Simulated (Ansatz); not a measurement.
# H6N3Si (SMILES N=[Si](N)[NH3+]) (charge +1): what the fields show

The calculation's input:

```
crystal:
  periodic: [false, false, false]
  atoms:
    - {symbol: "N", position_ang: [-2.371733, 1.570135, 1.042072]}
    - {symbol: N, position_ang: [0.051785, -0.300072, 1.774551]}
    - {symbol: "N", position_ang: [-0.403639, 0.932093, -0.734726]}
    - {symbol: Si, position_ang: [-1.055841, 0.707566, 1.030259]}
    - {symbol: H, position_ang: [-3.043758, 1.739702, 1.781017]}
    - {symbol: H, position_ang: [-0.075004, -0.576983, 2.744069]}
    - {symbol: H, position_ang: [0.889794, -0.698664, 1.365238]}
    - {symbol: H, position_ang: [0.510403, 1.396428, -0.803787]}
    - {symbol: H, position_ang: [-0.351678, 0.070409, -1.292053]}
    - {symbol: H, position_ang: [-1.099978, 1.548529, -1.178234]}
basis:
  gaussian:
    orbitals: def2-TZVPD
total_charge: 1
hamiltonian:
  xc: pbe0
output: {forces: true, orbitals: {seedname: orbitals}}
```

Launched as:

```sh
ansatz run input.yaml --threads 1 --pin off --max-ram 2610MiB --events-out events.jsonl --progress --plain --runs-dir runs
```

Geometry: B3LYP/6-31G*.

The calculation used Ansatz 0.2.0, isolated molecule in a Gaussian basis; Kohn-Sham density functional theory, functional PBE0.

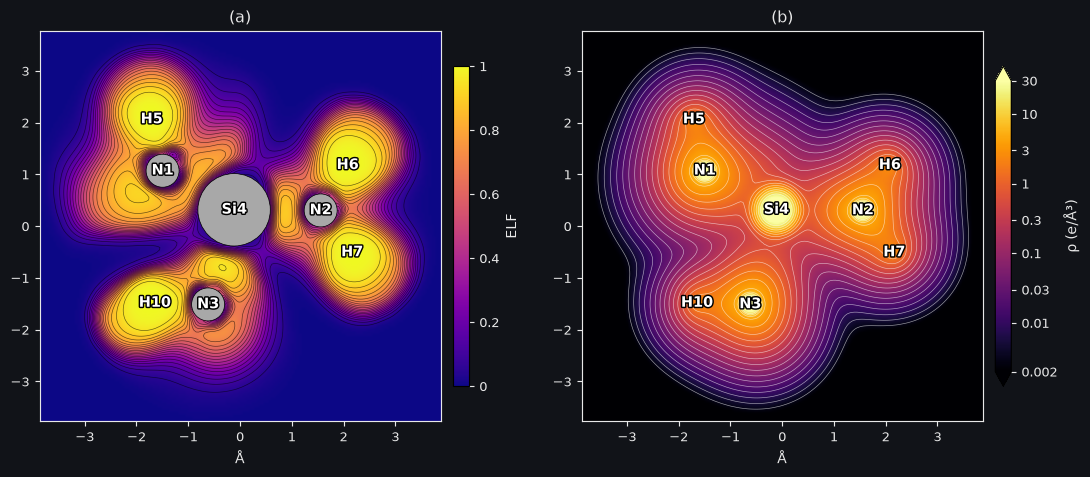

Figure 1. (a) ELF; (b) electron density on the plane of atoms Si4, N2 and H7. Grey discs cover the atomic cores in the ELF map.

### What does the map show?

Atoms in the plane: N, Si and H. Si–N (1.57 Å): the density is about 1.4 e/Å³ at the midpoint; the ELF peaks at about 0.80 between the atoms, as expected for a short, strongly polar bond. N–H (1.01 Å): ρ is about 2.9 e/Å³ halfway; the ELF climbs to about 1 towards the hydrogen, as it does in any bond to H (a covalent bond by its length). Si–N (1.67 Å): the density is about 1.2 e/Å³ at the midpoint; the ELF peaks at about 0.90 between the atoms; a polar covalent bond. The ELF also peaks beside N1, away from the bonds: lone-pair regions.

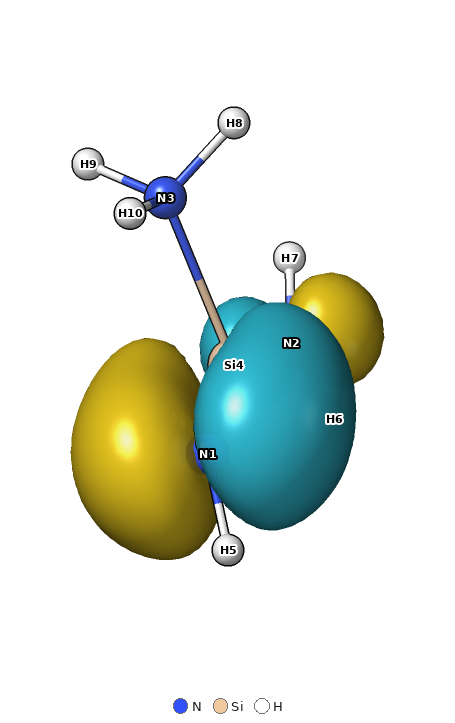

Figure 2. The HOMO at ±0.15 Å⁻³ᐟ² (yellow and cyan are the two phases), seen at an oblique angle.

### Describe this orbital and give its energy.

By Hirshfeld shares it lies mainly on N1 (about 60 %), Si4 (about 25 %) and N2 (about 10 %). Its energy is −12.20 eV.

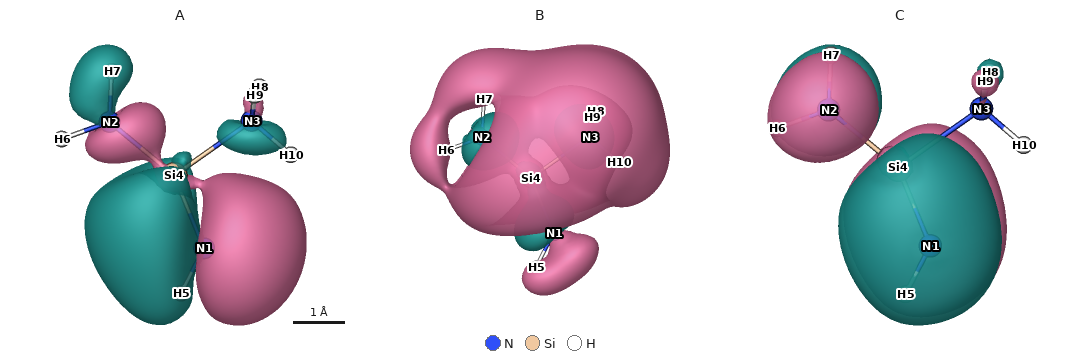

Figure 3. Three frontier orbitals at ±0.05 Å⁻³ᐟ² (teal and pink are the two phases), in no order.

### Which picture is the HOMO−1, the HOMO and the LUMO?

A is the HOMO−1 (−12.59 eV). Its weight (Hirshfeld) is mainly on N1 (about 70 %) and Si4 (about 20 %). C is the HOMO (−12.20 eV). It lies mainly on N1 (about 60 %), Si4 (about 25 %) and N2 (about 10 %). B is the LUMO (−5.94 eV). By Hirshfeld shares it lies mainly on Si4 (about 40 %), N3 (about 10 %), H8 (about 10 %), H9 (about 10 %), N2 (about 10 %) and N1 (about 10 %).

### What is the HOMO–LUMO gap?

6.26 eV between the orbital energies.
